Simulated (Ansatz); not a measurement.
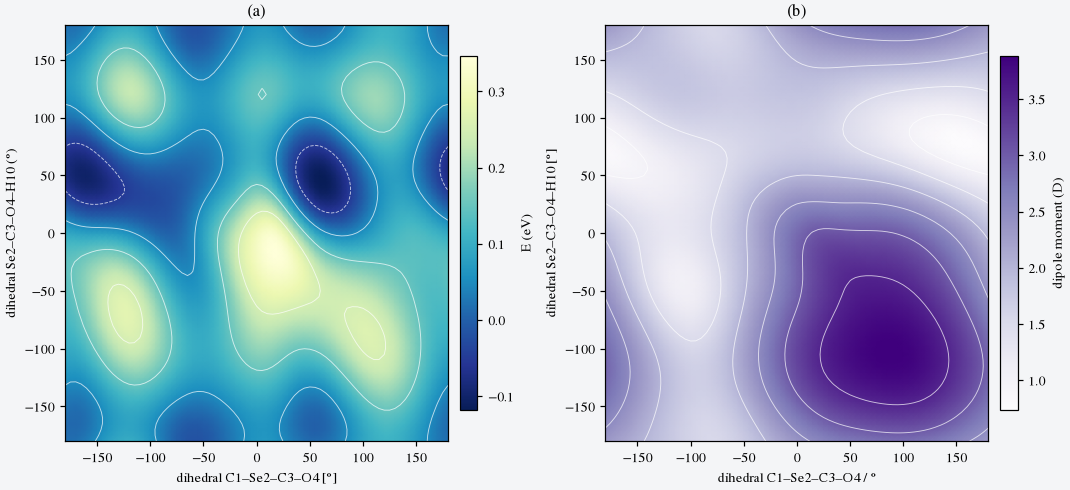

C2H5FOSe, SMILES C[Se]C(O)F. The first coordinate is: dihedral C1–Se2–C3–O4; the second: dihedral Se2–C3–O4–H10. Nothing is relaxed (all other coordinates rigid). Grid: 18 × 18 points. Points are written as (first, second). Energies: eV, counted from the relaxed molecule at the same level. All numbers below come from RKS PBE0-D4/def2-SVP (Ansatz).

Panel (a) is the energy and panel (b) the computed dipole moment on the same grid.

The picture shows a smooth colour map with a few white contour lines. Between grid points the surface is interpolated.

**How does the dipole moment vary over the map, and what is it at the lowest grid point?**

Leaving out the highest fifth of the energies, it runs from 0.74 D at (160°, 80°) to 3.83 D at (80°, −120°). At the lowest grid point, (60°, 40°), it is 2.16 D.

```csv
"dihedral Se2–C3–O4–H10 ↓, dihedral C1–Se2–C3–O4 →",−180,−140,−100,−60,−20,20,60,100,140
160,2.05,1.89,1.69,1.63,1.95,2.22,2.32,2.34,2.23
120,1.46,1.70,1.79,1.73,1.81,1.79,1.59,1.43,1.35
80,0.84,1.19,1.44,1.56,1.67,1.65,1.41,1.08,0.76
40,1.21,1.07,1.24,1.64,2.07,2.20,2.16,2.00,1.59
0,1.93,1.37,1.31,1.79,2.52,3.05,3.04,2.96,2.56
−40,2.34,1.44,1.08,1.74,2.52,3.22,3.52,3.45,3.06
−80,2.73,1.88,1.35,1.89,2.75,3.39,3.75,3.78,3.41
−120,2.91,2.19,1.68,2.00,2.80,3.44,3.76,3.83,3.52
−160,2.61,2.07,1.63,1.75,2.39,2.94,3.21,3.28,3.08
```

The table holds every second grid line.
